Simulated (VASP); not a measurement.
# A VASP study of Ga2PN (r2SCAN): structure first, properties next

Wanted: the relaxed cell of Ga2PN and its properties. The steps: first try, rough relaxation of the start cell, relaxing cell and atoms (r2SCAN), density, ELF and potential (r2SCAN), band structure (r2SCAN), density of states (r2SCAN), independent-particle dielectric function (r2SCAN) and band structure (TB-mBJ). The cell is invented: it takes the structure of a Materials Project entry for Ga2BiAs (space group 115 there), with some of its atoms replaced by other elements, volume scaled by an estimate. It may not be a known or stable phase. The atoms of the start are displaced at random from the sites of a P-4m2 cell.

Calculated with VASP 6.6.1; r2SCAN; plane waves and PAW (Ga_d, P, N), in the first sound run; inputs show where later runs differ.

### Step 1. Starting point

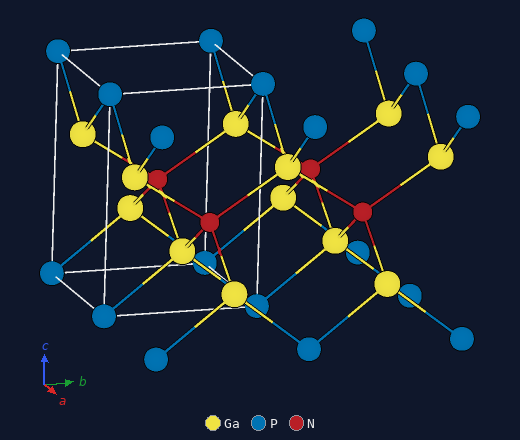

The cell as given, slightly off an axis (gallium yellow, phosphorus blue, nitrogen red). 2×2×1 cells are drawn. Some periodic images of atoms are drawn too.

### Step 2. First try

This run is made with a changed input; what comes of it follows.

File INCAR:

```
SYSTEM = Ga2PN
PREC = Normal
ENCUT = 250
EDIFF = 1E-06
NELM = 56
ISMEAR = -1
SIGMA = 0.05
LREAL = .FALSE.
ALGO = Normal
METAGGA = R2SCAN
LASPH = .TRUE.
NBANDS = 24
LORBIT = 11
LWAVE = .FALSE.
LCHARG = .FALSE.
KPAR = 2
IBRION = 2
NSW = 30
ISIF = 3
EDIFFG = -0.01
```

File POSCAR:

```
Ga2PN
1.0
    4.0445240000      0.0000000000      0.0000000000
    0.0000000000      4.0445240000      0.0000000000
    0.0000000000      0.0000000000      5.7805280000
Ga P N
2 1 1
Direct
    0.4984350000      0.0038130000      0.7233930000
    0.0049410000      0.5002450000      0.2721630000
    0.0029130000     -0.0003720000      0.0015110000
    0.5042300000      0.5007230000      0.4987690000
```

File KPOINTS:

```
Automatic mesh
0
Gamma
6 6 4
0 0 0
```

The projector-augmented-wave data sets are Ga_d, P and N (PBE family, release 64).

On the command line:

```console
$ mpirun -np 2 vasp_std
```

The program printed:

```text
[banner, memory and clock lines left out]
running    2 mpi-ranks, on    1 nodes
 distrk:  each k-point on    1 cores,    2 groups
 distr:  one band on    1 cores,    1 groups

 POSCAR found type information on POSCAR GaP N
 POSCAR found :  3 types and       4 ions
|                                                                             |
|               ----> ADVICE to this user running VASP <----                  |
|                                                                             |
|     You enforced a specific xc type in the INCAR file but a different       |
|     [... a line on the potential file left out ...]
|     I HOPE YOU KNOW WHAT YOU ARE DOING!                                     |
|                                                                             |

 LDA part: xc-table for (None), standard interpolation
 POSCAR, INCAR and KPOINTS ok, starting setup
 FFT: planning ... GRIDC
 FFT: planning ... GRID_SOFT
 FFT: planning ... GRID
 WAVECAR not read
 entering main loop
       N       E                     dE             d eps       ncg     rms          rms(c)
DAV:   1     0.157492686446E+03    0.15749E+03   -0.12387E+04  3672   0.136E+03
DAV:   2    -0.253926936652E+02   -0.18289E+03   -0.17783E+03  4216   0.329E+02
DAV:   3    -0.457415022422E+02   -0.20349E+02   -0.20070E+02  4472   0.983E+01
DAV:   4    -0.463130884596E+02   -0.57159E+00   -0.57086E+00  5000   0.176E+01
DAV:   5    -0.463212934555E+02   -0.82050E-02   -0.82022E-02  4584   0.164E+00    0.671E+00
DAV:   6    -0.394700767880E+02    0.68512E+01   -0.64578E+00  5720   0.286E+01    0.474E+00
DAV:   7    -0.393929493785E+02    0.77127E-01   -0.13411E+00  4416   0.617E+00    0.272E+00
DAV:   8    -0.394091216914E+02   -0.16172E-01   -0.31496E-01  4032   0.381E+00    0.838E-01
DAV:   9    -0.394066673670E+02    0.24543E-02   -0.61603E-02  4776   0.205E+00    0.349E-01
DAV:  10    -0.394096338191E+02   -0.29665E-02   -0.93463E-03  4072   0.932E-01    0.933E-02
DAV:  11    -0.394095547207E+02    0.79098E-04   -0.69032E-04  4704   0.430E-01    0.579E-02
DAV:  12    -0.394097467051E+02   -0.19198E-03   -0.19485E-04  4392   0.245E-01    0.176E-02
DAV:  13    -0.394098847664E+02   -0.13806E-03   -0.46911E-05  4112   0.147E-01    0.116E-02
DAV:  14    -0.394098936838E+02   -0.89174E-05   -0.12722E-05  4872   0.305E-02    0.472E-03
DAV:  15    -0.394099061724E+02   -0.12489E-04   -0.19160E-06  2736   0.139E-02    0.140E-03
DAV:  16    -0.394099046811E+02    0.14913E-05   -0.60943E-07  2128   0.856E-03    0.819E-04
DAV:  17    -0.394099043934E+02    0.28761E-06   -0.75957E-08  2080   0.130E-02
   1 F= -.39409904E+02 E0= -.39408871E+02  d E =-.394099E+02
 curvature:   0.00 expect dE= 0.000E+00 dE for cont linesearch  0.000E+00
 trial: gam= 0.00000 g(F)=  0.201E-01 g(S)=  0.120E+02 ort = 0.000E+00 (trialstep = 0.100E+01)
 search vector abs. value=  0.120E+02
 bond charge predicted
       N       E                     dE             d eps       ncg     rms          rms(c)
DAV:   1    -0.321813613682E+03   -0.28240E+03   -0.18926E+03  4488   0.403E+02    0.146E+02
DAV:   2    -0.115037599677E+03    0.20678E+03   -0.30405E+03  4336   0.141E+03    0.411E+01
DAV:   3    -0.605520368286E+02    0.54486E+02   -0.71501E+02  4648   0.166E+02    0.231E+01
DAV:   4    -0.412272050905E+02    0.19325E+02   -0.12165E+02  5024   0.150E+02    0.124E+01
DAV:   5    -0.410348359539E+02    0.19237E+00   -0.98977E+00  5176   0.393E+01    0.136E+01
DAV:   6    -0.410076583007E+02    0.27178E-01   -0.11443E+00  4376   0.121E+01    0.853E+00
DAV:   7    -0.407971731320E+02    0.21049E+00   -0.31675E-01  5248   0.161E+01    0.191E+00
DAV:   8    -0.407882651561E+02    0.89080E-02   -0.15248E-01  6544   0.678E+00    0.150E+00
DAV:   9    -0.407904309121E+02   -0.21658E-02   -0.28802E-02  4272   0.184E+00    0.137E+00
DAV:  10    -0.407918943210E+02   -0.14634E-02   -0.43961E-03  4744   0.207E+00    0.125E+00
DAV:  11    -0.407936236920E+02   -0.17294E-02   -0.11203E-02  4240   0.873E-01    0.147E+00
DAV:  12    -0.407919423976E+02    0.16813E-02   -0.58425E-03  5360   0.196E+00    0.156E+00
DAV:  13    -0.407911661814E+02    0.77622E-03   -0.17554E-03  4120   0.360E-01    0.744E-01
DAV:  14    -0.407909582092E+02    0.20797E-03   -0.45097E-04  5352   0.285E-01    0.410E-01
DAV:  15    -0.407908741605E+02    0.84049E-04   -0.38304E-04  4432   0.230E-01    0.282E-02
DAV:  16    -0.407908826263E+02   -0.84658E-05   -0.38987E-05  4376   0.953E-02    0.366E-02
DAV:  17    -0.407908838262E+02   -0.11999E-05   -0.46366E-06  4368   0.262E-02    0.220E-02
DAV:  18    -0.407908842935E+02   -0.46732E-06   -0.98910E-07  2208   0.141E-02
   2 F= -.40790884E+02 E0= -.40790413E+02  d E =-.138098E+01
[... from here on, the cycles between the ionic steps are left out ...]
   3 F= -.43808662E+02 E0= -.43808521E+02  d E =-.439876E+01
   4 F= -.43824442E+02 E0= -.43824324E+02  d E =-.441454E+01
   5 F= -.43825684E+02 E0= -.43825574E+02  d E =-.441578E+01
   6 F= -.43961351E+02 E0= -.43960275E+02  d E =-.135668E+00
   7 F= -.43961352E+02 E0= -.43960276E+02  d E =-.135668E+00
   8 F= -.43964339E+02 E0= -.43963275E+02  d E =-.298749E-02
   9 F= -.43966351E+02 E0= -.43965283E+02  d E =-.499964E-02
  10 F= -.43966349E+02 E0= -.43965281E+02  d E =-.499761E-02
  11 F= -.43967267E+02 E0= -.43966216E+02  d E =-.918218E-03
  12 F= -.43967432E+02 E0= -.43966387E+02  d E =-.108316E-02
  13 F= -.43967461E+02 E0= -.43966418E+02  d E =-.111149E-02
  14 F= -.43967521E+02 E0= -.43966484E+02  d E =-.603743E-04
  15 F= -.43967566E+02 E0= -.43966526E+02  d E =-.105099E-03
  16 F= -.43967563E+02 E0= -.43966524E+02  d E =-.102531E-03
  17 F= -.43967565E+02 E0= -.43966526E+02  d E =-.104269E-03
  18 F= -.43967595E+02 E0= -.43966556E+02  d E =-.304708E-04
  19 F= -.43967610E+02 E0= -.43966570E+02  d E =-.450955E-04
 curvature:  -1.14 expect dE=-0.497E-04 dE for cont linesearch -0.269E-06
 trial: gam= 0.77990 g(F)=  0.128E-04 g(S)=  0.309E-04 ort = 0.366E-05 (trialstep = 0.768E+00)
 search vector abs. value=  0.839E-04
 bond charge predicted
       N       E                     dE             d eps       ncg     rms          rms(c)
DAV:   1    -0.439677182814E+02   -0.10817E-03   -0.61280E-03  4608   0.966E-01    0.745E-02
DAV:   2    -0.439676735057E+02    0.44776E-04   -0.56159E-04  5072   0.383E-01    0.332E-02
DAV:   3    -0.439676502858E+02    0.23220E-04   -0.64052E-05  6432   0.132E-01    0.102E-02
DAV:   4    -0.439676453404E+02    0.49454E-05   -0.12042E-05  4216   0.289E-02    0.267E-03
DAV:   5    -0.439676443014E+02    0.10390E-05   -0.67403E-07  2240   0.890E-03    0.201E-03
DAV:   6    -0.439676437104E+02    0.59099E-06   -0.82928E-08  2080   0.526E-03
  20 F= -.43967644E+02 E0= -.43966603E+02  d E =-.336913E-04
 trial-energy change:   -0.000034  1 .order   -0.000012   -0.000036    0.000011
 step:   0.7158(harm=  0.5815)  dis= 0.00053  next Energy=   -43.967644 (dE=-0.341E-04)
 reached required accuracy - stopping structural energy minimisation
```

It took 3.7 min on 2 MPI ranks of Intel Xeon 6975P-C (Granite Rapids), shared host; peak memory 0.31 GiB.

The logs omit lines about the potential files and the build; timing stands in the text.

From OUTCAR (step 2):

```text
ion  position               nearest neighbor table
   1  0.498  0.004  0.723-   3 2.57   3 2.60
   2  0.005  0.500  0.272-   3 2.55   3 2.56
   3  0.003  1.000  0.002-   2 2.55   2 2.56   1 2.57   1 2.60
   4  0.504  0.501  0.499-

  LATTYP: Found a simple tetragonal cell.
 ALAT       =     4.0445240000
 C/A-ratio  =     1.4292233153

 Subroutine GETGRP returns: Found  1 space group operations
 (whereof  1 operations were pure point group operations)

The static configuration has the point symmetry C_1 .

 Found     76 irreducible k-points:

   k-points           NKPTS =     76   k-points in BZ     NKDIM =     76   number of bands    NBANDS=     24

   dimension x,y,z NGX =    16 NGY =   16 NGZ =   24
   dimension x,y,z NGXF=    32 NGYF=   32 NGZF=   48

   ENCUT  =  250.0 eV  18.37 Ry    4.29 a.u.   5.21  5.21  7.45*2*pi/ulx,y,z

   NELECT =      36.0000    total number of electrons

 k-points in reciprocal lattice and weights: Automatic mesh
   0.00000000  0.00000000  0.00000000       0.007
   0.16666667  0.00000000  0.00000000       0.014
   0.00000000  0.16666667  0.00000000       0.014
   0.33333333  0.00000000  0.00000000       0.014
   0.00000000  0.33333333  0.00000000       0.014
   0.50000000  0.00000000  0.00000000       0.007
   0.00000000  0.50000000  0.00000000       0.007
   0.16666667  0.16666667  0.00000000       0.014
  -0.16666667  0.16666667  0.00000000       0.014
[...]
-0.33333333  0.50000000  0.50000000       0.014
   0.50000000  0.50000000  0.50000000       0.007

 average (electrostatic) potential at core
       1 -69.0663       2 -69.0664       3 -84.9078       4 -65.9012

 E-fermi :   5.7426

 k-point     1 :       0.0000    0.0000    0.0000
  band No.  band energies     occupation
    ...
     15       1.8563      2.00000
     16       5.0596      2.00000
     17       5.5429      1.96380
     18       5.6818      1.54317
     19       5.6838      1.52846
     20       9.0200      0.00000
     21       9.8884      0.00000
     22      11.8947      0.00000
     23      11.8955      0.00000
     24      12.1053      0.00000

 k-point     2 :       0.1667    0.0000    0.0000
  band No.  band energies     occupation
    ...
     14       0.9782      2.00000
     15       2.0447      2.00000
     16       3.8827      2.00000
     17       4.5312      2.00000
     18       5.6406      1.76999
     19       6.6035      0.00000
     20       9.7410      0.00000
     21      10.9019      0.00000
     22      11.7677      0.00000
     23      12.1190      0.00000
    ...

 k-point     3 :       0.0000    0.1667    0.0000
  band No.  band energies     occupation
    ...
     14       0.9793      2.00000
     15       2.0435      2.00000
     16       3.8837      2.00000
     17       4.5312      2.00000
     18       5.6395      1.77426
     19       6.6032      0.00000
     20       9.7400      0.00000
     21      10.9026      0.00000
     22      11.7672      0.00000
     23      12.1190      0.00000
    ...

  Total        0.0245403      0.0338333      0.0269685     -0.0006806     -0.0040072     -0.0045793
  in kB        0.6554050      0.9035963      0.7202552     -0.0181771     -0.1070220     -0.1223016
  external PRESSURE =       0.7597521 kB  Pullay stress =       0.0000000 kB

  energy-cutoff  :      250.00
  volume of cell :       59.99
      direct lattice vectors                 reciprocal lattice vectors
     3.497534184  0.000673167 -0.000644364     0.285915739 -0.000054688  0.000053011
     0.000668893  3.497396948  0.000345118    -0.000055037  0.285926951 -0.000027622
    -0.000909194  0.000473597  4.904266551     0.000037570 -0.000020128  0.203904097

 POSITION                                       TOTAL-FORCE (eV/Angst)
 -----------------------------------------------------------------------------------
      1.75760      0.00367      3.46124        -0.000159     -0.007139      0.000477
      0.00742      1.75326      1.43288        -0.002012      0.003684     -0.001199
      0.00930      0.00551      4.89915         0.003924     -0.001577     -0.001104
      1.75840      1.75224      2.44667        -0.001753      0.005032      0.001827
 -----------------------------------------------------------------------------------
    total drift:                               -0.041376     -0.028887      0.003060

  FREE ENERGIE OF THE ION-ELECTRON SYSTEM (eV)
  ---------------------------------------------------
  free  energy   TOTEN  =       -43.9676437104 eV

  energy  without entropy=      -43.9655630308  energy(sigma->0) =      -43.96660337

 reached required accuracy - stopping structural energy minimisation

 total charge
# of ion       s       p       d       tot
------------------------------------------
    1        0.798   0.867  10.094  11.759
    2        0.798   0.868  10.094  11.760
    3        1.008   1.656   0.000   2.664
    4        1.270   2.308   0.000   3.578
--------------------------------------------------
tot          3.873   5.699  20.189  29.761

[... 3 further parts left out ...]
```

CONTCAR:

```
Ga2PN
   1.00000000000000
     3.4975341843356933    0.0006731669634853   -0.0006443640361184
     0.0006688930966302    3.4973969483980345    0.0003451178777749
    -0.0009091940106311    0.0004735967812238    4.9042665511592247
  Ga              P               N
     2     1     1
Direct
     0.5027090383772188    0.0008564830182960    0.7058268635905540
     0.0021017801991983    0.5012640135508386    0.2921350476454371
     0.0029192008304036    0.0014401261802616    0.9989579651351993
     0.5027889805931811    0.5008483772506066    0.4989161236288135
```

The run converged, but on settings that are not sound, so its numbers are not to be trusted.

The fault in the input: cell relaxed at a low cutoff (ENCUT = 250 and PREC = "Normal"). Relax cells at about 1.3 times the default cutoff with PREC = Accurate.

(Part 1 of 5 ends here.)

[Lines on the potential files, build, host, timing and source positions are cut from VASP's logs without a mark.]

[Logs are printed without paths, hosts, clocks, repeated set-up lines and the standing remarks that a program may print on its own settings, such as how far it seeks lower states.]

[Hosts, paths, dates, database ids (printed as entryN), source tags and the programs' standing remarks are cut or masked in the printed files.]

[A measured line is paired with the nearest computed mode of its activity, which favours agreement.]
